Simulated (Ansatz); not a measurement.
**Geometry relaxation of CH5ClOSn**

The run: geometry relaxation of CH5ClOSn. Method and program: RKS BLYP-D4/def2-SVP (Ansatz 0.2.0).

It belongs to a series of runs on one base structure; here: end point A relaxed. Figures and captions count atoms from 1; the log counts them from 0 in places.

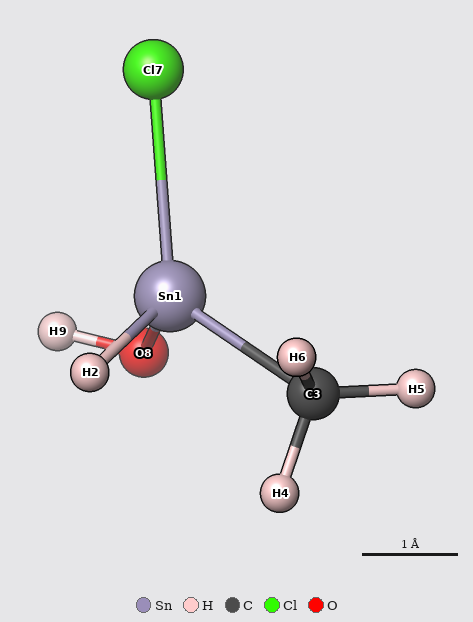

The starting structure (ball-and-stick view, seen at a tilt; atoms are numbered from 1 in the order of the input). Sticks mark near contacts.

**The input**
```yaml
crystal:
  periodic: [false, false, false]
  atoms:
    - { symbol: Sn, position_ang: [0.165095, -0.052796, 0.287052] }
    - { symbol: H, position_ang: [0.592006, -0.101548, 1.962308] }
    - { symbol: C, position_ang: [2.303179, 0.02306, 0.329091] }
    - { symbol: H, position_ang: [2.545691, -0.910729, 0.873789] }
    - { symbol: H, position_ang: [2.922286, 0.103071, -0.584688] }
    - { symbol: H, position_ang: [2.486836, 0.889998, 0.993859] }
    - { symbol: Cl, position_ang: [-1.147577, 1.837467, -0.363174] }
    - { symbol: O, position_ang: [-0.663712, -1.673202, -0.576236] }
    - { symbol: H, position_ang: [-1.564904, -1.813123, -0.2178] }
basis:
  gaussian: { orbitals: def2-SVP }
hamiltonian:
  xc: blyp
  dispersion: d4
relax:
  f_tol: 0.03
  max_steps: 50
output:
  orbitals: {}
```

Launch command:
```bash
ansatz run input.yaml --threads 2 --pin off --max-ram 3072MiB --backend cpu --events-out ev --progress --plain --runs-dir out
```

**The program's output**
```
The last accepted step is kept in [file] (removed where the run ends without a failure and the disk answers)
Engine: ansatz 0.2.0, aarch64-unknown-linux-gnu
Functional definition: BLYP
  parameter beta = 0.0042
  parameter a = 0.04918
  parameter b = 0.132
  parameter c = 0.2533
  parameter d = 0.349
  exchange = b88_x(beta = beta)
  correlation = lyp_c(a = a, b = b, c = c, d = d)
1077 factors; their error is unknown
mean field evaluation 1: about -21495.9786 eV, gradient 8.2e1 eV
mean field evaluation 2: about -21395.7553 eV, gradient 2.0e2 eV
mean field evaluation 4: about -21510.0895 eV, gradient 1.9e1 eV
mean field evaluation 8: about -21510.9542 eV, gradient 1.8e-1 eV
mean field evaluation 16: about -21510.9216 eV, gradient 6.1e-4 eV
mean field -21510.92159623 eV, -790.5117880353 hartree, gradient 1.5e-5 eV, S^2 0.000000; 0 other end points of the search recorded, 0 dependent functions left out
the calculation of the forces begins
reference -21510.92194174 eV, -790.5118007323 hartree; 29, 29 occupied and 68, 68 virtual orbitals, 1077 factors
relax step   1: F+E_penalty+E_count = -21511.30918633 eV  Δ(F+E_penalty+E_count) = +0.000e0 eV  max|allowed force component| = 1.334e0 eV/Å  Δτ_max = 0.0000 Å  (29 SCF iters, accepted)
these checks for a lower state are left out or cut short: starts, cluster_reference, orbital_swaps, neighbouring_geometries, increment
1077 factors; their error is unknown
mean field -21511.25220105 eV, -790.5239375383 hartree, gradient 1.5e-5 eV, S^2 0.000000; 0 other end points of the search recorded, 0 dependent functions left out
the calculation of the forces begins
reference -21511.25255131 eV, -790.5239504099 hartree; 29, 29 occupied and 68, 68 virtual orbitals, 1077 factors
relax step   2: F+E_penalty+E_count = -21511.63831865 eV  Δ(F+E_penalty+E_count) = -3.291e-1 eV  max|allowed force component| = 8.507e-1 eV/Å  Δτ_max = 0.1961 Å  (29 SCF iters, accepted)
these checks for a lower state are left out or cut short: starts, cluster_reference, orbital_swaps, neighbouring_geometries, increment
1077 factors; their error is unknown
mean field evaluation 32: about -21511.4457 eV, gradient 2.1e-5 eV
mean field -21511.44566773 eV, -790.5310473076 hartree, gradient 2.1e-5 eV, S^2 0.000000; 0 other end points of the search recorded, 0 dependent functions left out
the calculation of the forces begins
reference -21511.44602064 eV, -790.5310602765 hartree; 29, 29 occupied and 68, 68 virtual orbitals, 1077 factors
relax step   3: F+E_penalty+E_count = -21511.83087698 eV  Δ(F+E_penalty+E_count) = -1.926e-1 eV  max|allowed force component| = 5.169e-1 eV/Å  Δτ_max = 0.1978 Å  (29 SCF iters, accepted)
these checks for a lower state are left out or cut short: starts, cluster_reference, orbital_swaps, neighbouring_geometries, increment
1077 factors; their error is unknown
mean field -21511.57017854 eV, -790.5356229953 hartree, gradient 9.6e-6 eV, S^2 0.000000; 0 other end points of the search recorded, 0 dependent functions left out
the calculation of the forces begins
reference -21511.57053145 eV, -790.5356359647 hartree; 29, 29 occupied and 68, 68 virtual orbitals, 1077 factors
relax step   4: F+E_penalty+E_count = -21511.95820683 eV  Δ(F+E_penalty+E_count) = -1.273e-1 eV  max|allowed force component| = 4.480e-1 eV/Å  Δτ_max = 0.1579 Å  (31 SCF iters, accepted)
these checks for a lower state are left out or cut short: starts, cluster_reference, orbital_swaps, neighbouring_geometries, increment
1077 factors; their error is unknown
mean field -21511.67995198 eV, -790.5396570948 hartree, gradient 1.2e-5 eV, S^2 0.000000; 0 other end points of the search recorded, 0 dependent functions left out
the calculation of the forces begins
reference -21511.68030649 eV, -790.5396701231 hartree; 29, 29 occupied and 68, 68 virtual orbitals, 1077 factors
relax step   5: F+E_penalty+E_count = -21512.06770322 eV  Δ(F+E_penalty+E_count) = -1.095e-1 eV  max|allowed force component| = 2.981e-1 eV/Å  Δτ_max = 0.1977 Å  (30 SCF iters, accepted)
these checks for a lower state are left out or cut short: starts, cluster_reference, orbital_swaps, neighbouring_geometries, increment
1077 factors; their error is unknown
mean field -21511.73050403 eV, -790.5415148483 hartree, gradient 2.0e-5 eV, S^2 0.000000; 0 other end points of the search recorded, 0 dependent functions left out
the calculation of the forces begins
reference -21511.73085780 eV, -790.5415278492 hartree; 29, 29 occupied and 68, 68 virtual orbitals, 1077 factors
relax step   6: F+E_penalty+E_count = -21512.11949757 eV  Δ(F+E_penalty+E_count) = -5.179e-2 eV  max|allowed force component| = 1.543e-1 eV/Å  Δτ_max = 0.1993 Å  (29 SCF iters, accepted)
these checks for a lower state are left out or cut short: starts, cluster_reference, orbital_swaps, neighbouring_geometries, increment
1077 factors; their error is unknown
mean field -21511.73601047 eV, -790.5417172064 hartree, gradient 2.4e-5 eV, S^2 0.000000; 0 other end points of the search recorded, 0 dependent functions left out
the calculation of the forces begins
reference -21511.73636432 eV, -790.5417302102 hartree; 29, 29 occupied and 68, 68 virtual orbitals, 1077 factors
relax step   7: F+E_penalty+E_count = -21512.12729797 eV  Δ(F+E_penalty+E_count) = -7.800e-3 eV  max|allowed force component| = 4.022e-1 eV/Å  Δτ_max = 0.1198 Å  (29 SCF iters, accepted)
these checks for a lower state are left out or cut short: starts, cluster_reference, orbital_swaps, neighbouring_geometries, increment
1077 factors; their error is unknown
mean field evaluation 64: about -21511.7407 eV, gradient 1.1e-1 eV
mean field -21511.74073762 eV, -790.5418909258 hartree, gradient 1.6e-5 eV, S^2 0.000000; 0 other end points of the search recorded, 0 dependent functions left out
the calculation of the forces begins
reference -21511.74109055 eV, -790.5419038959 hartree; 29, 29 occupied and 68, 68 virtual orbitals, 1077 factors
relax step   8: F+E_penalty+E_count = -21512.13278841 eV  Δ(F+E_penalty+E_count) = -5.490e-3 eV  max|allowed force component| = 7.384e-2 eV/Å  Δτ_max = 0.0171 Å  (31 SCF iters, accepted)
these checks for a lower state are left out or cut short: starts, cluster_reference, orbital_swaps, neighbouring_geometries, increment
1077 factors; their error is unknown
mean field -21511.74030555 eV, -790.5418750476 hartree, gradient 2.1e-5 eV, S^2 0.000000; 0 other end points of the search recorded, 0 dependent functions left out
the calculation of the forces begins
reference -21511.74065836 eV, -790.5418880134 hartree; 29, 29 occupied and 68, 68 virtual orbitals, 1077 factors
relax step   9: F+E_penalty+E_count = -21512.13298595 eV  Δ(F+E_penalty+E_count) = -1.975e-4 eV  max|allowed force component| = 1.166e-2 eV/Å  Δτ_max = 0.0244 Å  (28 SCF iters, accepted)
```

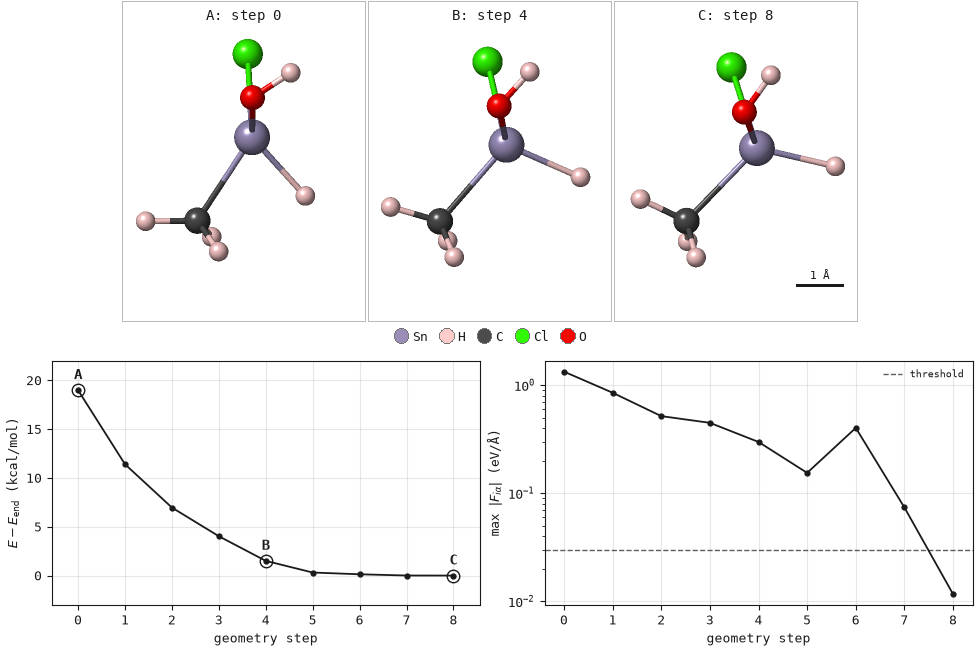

Frames of the relaxation (ball-and-stick view, seen at an oblique angle) above the curves, on which the letters mark them (the first geometry is step 0 here and step 1 in the log).

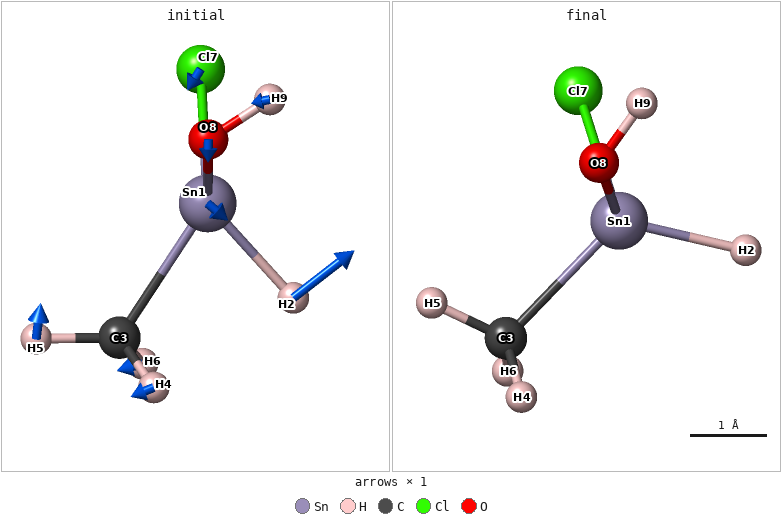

Before (left) and after (right) the relaxation, at one scale (ball-and-stick view, seen at an oblique angle). The blue arrows give the displacements, at true length. The energy falls by 19.0 kcal/mol in 8 geometry steps. The largest force component goes from 1.3 to 0.012 eV/Å. The atom that moves furthest after the best rigid fit is H2 (1.03 Å). Largest moves by element: H 1.03 Å, Sn 0.36 Å, Cl 0.34 Å, O 0.31 Å, C 0.06 Å. Among the contacts that change: Sn1–C3 2.140 → 2.167 Å, Sn1–Cl7 2.391 → 2.404 Å, Sn1–H2 1.729 → 1.741 Å. Among the angles that change: H2–Sn1–C3 74.7° → 119.7°, Sn1–C3–H5 123.0° → 107.5°, C3–Sn1–Cl7 121.7° → 108.2°. (Atoms are counted from 1 in the order of the input.)

```
1077 factors; their error is unknown
mean field -21511.74030555 eV, -790.5418750476 hartree, gradient 2.0e-5 eV, S^2 0.000000; 1 other end points of the search recorded, 0 dependent functions left out
the calculation of the forces begins
reference -21511.74065836 eV, -790.5418880134 hartree; 29, 29 occupied and 68, 68 virtual orbitals, 1077 factors
Total energy: -21512.13333876 eV, -790.5563187518 hartree
Atom 0 at     0.208673    -0.077981     0.648461 Å, force     0.006833    -0.004176     0.001558 eV/Å
Atom 1 at    -0.378914    -0.156630     2.285660 Å, force    -0.003637     0.006037    -0.007320 eV/Å
Atom 2 at     2.341052     0.018669     0.276035 Å, force     0.002175     0.002587    -0.001614 eV/Å
Atom 3 at     2.823824    -0.890775     0.679534 Å, force     0.001545    -0.000673     0.000585 eV/Å
Atom 4 at     2.485896     0.073104    -0.818325 Å, force     0.001547    -0.002567     0.003122 eV/Å
Atom 5 at     2.757744     0.921220     0.759317 Å, force     0.006647    -0.003081    -0.000672 eV/Å
Atom 6 at    -0.813482     1.861653    -0.336850 Å, force    -0.011660     0.003853     0.004922 eV/Å
Atom 7 at    -0.405111    -1.685396    -0.403199 Å, force     0.001056     0.003762     0.003193 eV/Å
Atom 8 at    -1.380782    -1.761666    -0.386432 Å, force    -0.004505    -0.005742    -0.003774 eV/Å
Dipole moment:     0.229772    -0.176559     0.333075 e Å
```

**Trajectory as extended XYZ (Å, eV, eV/Å), 9 frames, from step=1 to step=9**
```
9
Properties=species:S:1:pos:R:3:forces:R:3 step=1 energy=-21511.30919
Sn    0.1651   -0.0528    0.2871    0.2639  -0.0187   0.3690
H     0.5920   -0.1015    1.9623   -1.3336  -0.1111   0.8939
C     2.3032    0.0231    0.3291    1.0181   0.1379  -1.1973
H     2.5457   -0.9107    0.8738   -0.0200   0.0092  -0.0177
H     2.9223    0.1031   -0.5847    0.0168  -0.0021   0.0074
H     2.4868    0.8900    0.9939    0.0066  -0.0269  -0.0426
Cl   -1.1476    1.8375   -0.3632    0.0245   0.0109  -0.0181
O    -0.6637   -1.6732   -0.5762    0.0381  -0.0071   0.0331
H    -1.5649   -1.8131   -0.2178   -0.0145   0.0081  -0.0277
9
Properties=species:S:1:pos:R:3:forces:R:3 step=2 energy=-21511.63832
Sn    0.1914   -0.0568    0.3231    0.1099  -0.0173   0.2961
H     0.4243   -0.1147    2.0631   -0.8507  -0.0672   0.1969
C     2.3480    0.0283    0.2784    0.1440   0.0091  -0.0967
H     2.5559   -0.9045    0.8451    0.1708   0.0765  -0.1220
H     2.9661    0.1064   -0.6248    0.0037   0.0114  -0.2243
H     2.5006    0.8885    0.9636    0.1843  -0.0505  -0.1391
Cl   -1.1343    1.8284   -0.3592    0.0970  -0.0450   0.0225
O    -0.6523   -1.6662   -0.5632    0.1034   0.0309   0.0877
H    -1.5609   -1.8072   -0.2219    0.0377   0.0521  -0.0213
9
Properties=species:S:1:pos:R:3:forces:R:3 step=3 energy=-21511.83088
Sn    0.2012   -0.0604    0.3639    0.1052  -0.0319   0.4513
H     0.2403   -0.1286    2.1345   -0.5169  -0.0311  -0.1593
C     2.3695    0.0295    0.2627   -0.1176  -0.0330   0.2768
H     2.6202   -0.8949    0.8284    0.1391   0.0641  -0.2124
H     2.9194    0.1050   -0.6841   -0.0112   0.0077  -0.1804
H     2.5661    0.8888    0.9394    0.1463  -0.0211  -0.2167
Cl   -1.1058    1.8241   -0.3570    0.1004  -0.0267   0.0038
O    -0.6211   -1.6710   -0.5387    0.0331   0.0098   0.0786
H    -1.5509   -1.7902   -0.2448    0.1216   0.0623  -0.0418
9
Properties=species:S:1:pos:R:3:forces:R:3 step=4 energy=-21511.95821
Sn    0.1793   -0.0818    0.4793    0.4176   0.0682  -0.0776
H     0.1112   -0.1508    2.2226   -0.4480  -0.0249   0.0343
C     2.3427    0.0342    0.2650   -0.2236  -0.0789   0.2578
H     2.6720   -0.8902    0.7832    0.1648   0.0453  -0.1530
H     2.7745    0.1224   -0.7429   -0.0429  -0.0059  -0.0945
H     2.6008    0.9017    0.9059    0.1332  -0.0080  -0.1491
Cl   -0.9611    1.8389   -0.4019   -0.0229  -0.0174   0.0817
O    -0.5645   -1.6773   -0.5093   -0.0715   0.0115   0.1476
H    -1.5160   -1.7950   -0.2975    0.0934   0.0100  -0.0471
9
Properties=species:S:1:pos:R:3:forces:R:3 step=5 energy=-21512.06770
Sn    0.1994   -0.0825    0.5248    0.1217  -0.0173   0.1826
H    -0.0839   -0.1512    2.2545   -0.2206   0.0002  -0.1161
C     2.3562    0.0249    0.2741   -0.0835   0.0098  -0.0472
H     2.7703   -0.8805    0.7558    0.0347  -0.0768  -0.1018
H     2.6779    0.1071   -0.7813   -0.0350  -0.0184   0.0899
H     2.6774    0.9055    0.8605    0.0563   0.0833  -0.0894
Cl   -0.9373    1.8341   -0.3781    0.0349  -0.0250   0.0381
O    -0.5231   -1.6875   -0.4638   -0.2065  -0.0147   0.0751
H    -1.4980   -1.7677   -0.3422    0.2981   0.0589  -0.0312
9
Properties=species:S:1:pos:R:3:forces:R:3 step=6 energy=-21512.11950
Sn    0.1995   -0.0752    0.5987    0.1543   0.0020  -0.0122
H    -0.2815   -0.1666    2.2756   -0.0508   0.0299  -0.0630
C     2.3555    0.0209    0.2743   -0.0733   0.1045  -0.0509
H     2.8079   -0.8937    0.6974    0.0210  -0.0362   0.0548
H     2.6017    0.0937   -0.8017   -0.1366  -0.0126   0.0045
H     2.7384    0.9170    0.8000    0.0078  -0.0549   0.0119
Cl   -0.8854    1.8473   -0.3619    0.0393  -0.0336   0.0481
O    -0.4631   -1.6805   -0.4266    0.1216   0.0041   0.0090
H    -1.4341   -1.7608   -0.3516   -0.0832  -0.0031  -0.0023
9
Properties=species:S:1:pos:R:3:forces:R:3 step=7 energy=-21512.12730
Sn    0.2015   -0.0747    0.6384    0.0772   0.0154   0.1637
H    -0.3782   -0.1454    2.2895    0.0205  -0.0075  -0.1153
C     2.3442    0.0224    0.2796    0.0939  -0.4022   0.0907
H     2.8273   -0.9034    0.6859   -0.1946   0.3735  -0.1530
H     2.4846    0.0719   -0.8148    0.0282  -0.0187  -0.0286
H     2.7743    0.9223    0.7528   -0.0171   0.0254   0.0559
Cl   -0.8312    1.8700   -0.3271   -0.0052  -0.0165  -0.0150
O    -0.4020   -1.6926   -0.4056   -0.1699   0.0235   0.0071
H    -1.3816   -1.7684   -0.3944    0.1671   0.0071  -0.0055
9
Properties=species:S:1:pos:R:3:forces:R:3 step=8 energy=-21512.13279
Sn    0.2096   -0.0746    0.6443    0.0202  -0.0151  -0.0226
H    -0.3765   -0.1484    2.2806   -0.0002  -0.0027   0.0148
C     2.3460    0.0176    0.2751    0.0124  -0.0542   0.0096
H     2.8235   -0.8971    0.6806   -0.0369   0.0738  -0.0245
H     2.5005    0.0728   -0.8187   -0.0162  -0.0005   0.0284
H     2.7620    0.9179    0.7638    0.0118  -0.0124  -0.0037
Cl   -0.8367    1.8565   -0.3317    0.0029   0.0116  -0.0048
O    -0.4064   -1.6832   -0.4048   -0.0383  -0.0016   0.0070
H    -1.3831   -1.7594   -0.3850    0.0443   0.0010  -0.0042
9
Properties=species:S:1:pos:R:3:forces:R:3 step=9 energy=-21512.13299
Sn    0.2087   -0.0780    0.6485    0.0068  -0.0042   0.0016
H    -0.3789   -0.1566    2.2857   -0.0036   0.0060  -0.0073
C     2.3411    0.0187    0.2760    0.0022   0.0026  -0.0016
H     2.8238   -0.8908    0.6795    0.0015  -0.0007   0.0006
H     2.4859    0.0731   -0.8183    0.0015  -0.0026   0.0031
H     2.7577    0.9212    0.7593    0.0066  -0.0031  -0.0007
Cl   -0.8135    1.8617   -0.3368   -0.0117   0.0039   0.0049
O    -0.4051   -1.6854   -0.4032    0.0011   0.0038   0.0032
H    -1.3808   -1.7617   -0.3864   -0.0045  -0.0057  -0.0038
```

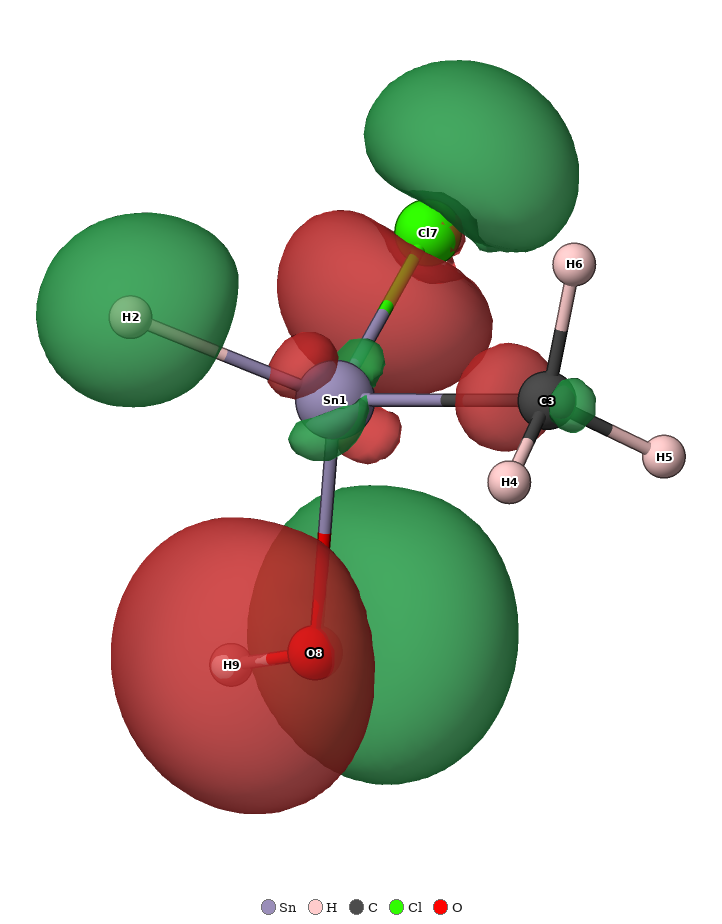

One frontier orbital at ±0.08 Å⁻³ᐟ² (green and red are the two phases), seen at an oblique angle. The HOMO, at −6.44 eV.

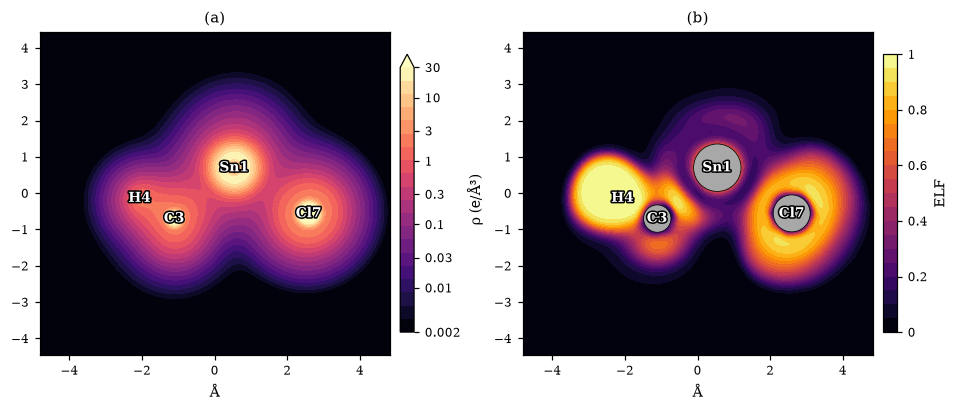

(a) electron density; (b) electron localisation function on the plane of atoms C3, Sn1 and Cl7. Grey discs, where drawn, cover atomic cores. C–Sn (2.17 Å): ρ at the midpoint is about 0.66 e/Å³; the ELF peaks at about 0.90 in the valence shell of C, 0.7 Å from its nucleus, and drops to about 0.20 between the two atoms. Sn–Cl (2.40 Å): ρ is about 0.49 e/Å³ halfway; the ELF peaks at about 0.80 in the valence shell of Cl, 0.8 Å from its nucleus, and drops to about 0.15 between the two atoms.

**Key numbers**

```tsv
quantity	value
outcome	converged
total energy	−21512.1333 eV
mean-field energy	−21511.7407 eV
largest force (length of the vector) at the end	0.013 eV/Å
hardware	2 threads of Arm Neoverse N1, 24 GiB of memory available, shared host
wall time	32 s (CPU time 61 s)
peak memory	0.15 GiB
```
